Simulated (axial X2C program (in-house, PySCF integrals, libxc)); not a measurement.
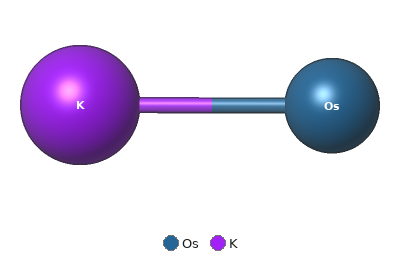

Figure 1. The molecule at the reference distance of 3.129 Å.

OsK: relativistic diatomic calculation

- system: OsK, single determinant with Ω = 7/2.
- method: r2SCAN0, two-component X2C with atomic mean-field Coulomb and Gaunt terms, Os dyall-v2z, K dyall-v2z (cores contracted) (axial X2C program (in-house, PySCF integrals, libxc))

### What the run reported

- outcome: converged
- bond length rₑ: 3.131 Å
- ωₑ: 139.1 cm⁻¹
- energy at the minimum: −17857.49474 hartree
- depth below the fragments: 1.06 eV
- hardware: 1 thread of Arm Neoverse N1, 98 GiB of memory available, shared host
- wall time: 25 s

### What is odd here

One thing in this input was made odd on purpose: few virtuals (ecut = 3.0). The program ran to the end. Its numbers are those of the input as typed; this run alone doesn't show how far the oddity moves them.

### Input
```
{"zs": [76, 19], "q": 0, "bas": ["dyall-v2z", "dyall-v2z"], "levels": ["PBE0", "HF", "r2SCAN0", "BP86"], "cc": false, "r0": 3.25, "npts": 10, "nst": 2, "ntry": 6, "opt": {"ecut": 3.0}}
```

The line is the task of a batch: nuclear charges, charge, bases, the levels to run, a first guess of the distance and further settings. This report covers r2SCAN0 with spin-orbit coupling. The log is that of the reference distance 3.129 Å.

Launched within a batch (the task file carries these settings):
```bash
python <driver script> task.json out
```

### Log
```
two-component X2C + atomic mean field  r2SCAN0
basis functions 183  fitting functions 1039  grid points 5806
iter        total energy     max residual
   1     -17857.489200294     3.87e-01
   2     -17857.493984315     8.65e-03
   3     -17857.493388813     1.41e-02
   4     -17857.494620565     1.87e-03
   5     -17857.494680731     9.99e-04
   6     -17857.494709716     6.80e-04
   7     -17857.494729002     3.33e-04
   8     -17857.494733100     1.20e-04
   9     -17857.494733713     3.33e-05
  10     -17857.494733781     9.94e-06
  11     -17857.494733791     3.54e-06
  12     -17857.494733792     1.28e-06
converged
one-electron -24974.80420086  Coulomb 7266.96007337  exact exchange -93.06360620  xc functional -285.28456266  nuclear repulsion 244.20961731  atomic mean-field constant -15.51205475
```

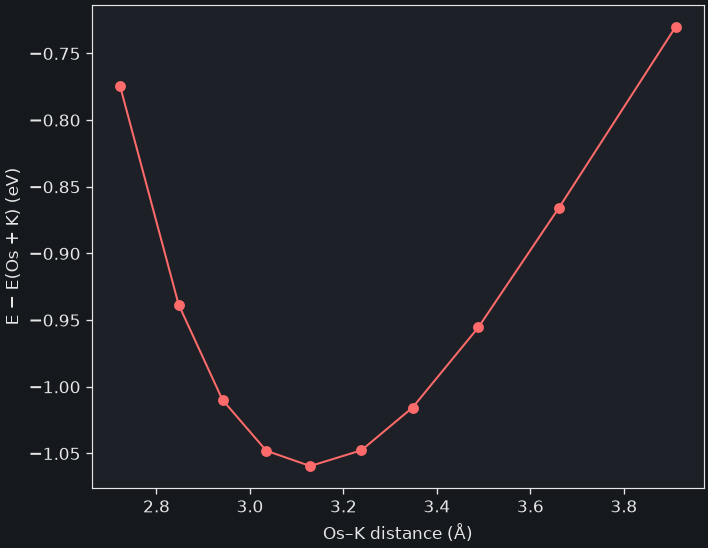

Figure 2. Energy at 10 bond lengths, for one set of occupations held fixed; the line joins the points. A polynomial of degree 6 through 9 points gives rₑ = 3.131 Å, ωₑ = 139.1 cm⁻¹, ωₑxₑ = 0.59 cm⁻¹ and Bₑ = 0.05309 cm⁻¹. The minimum lies 1.06 eV below Os + K, each computed as one determinant at the same level.
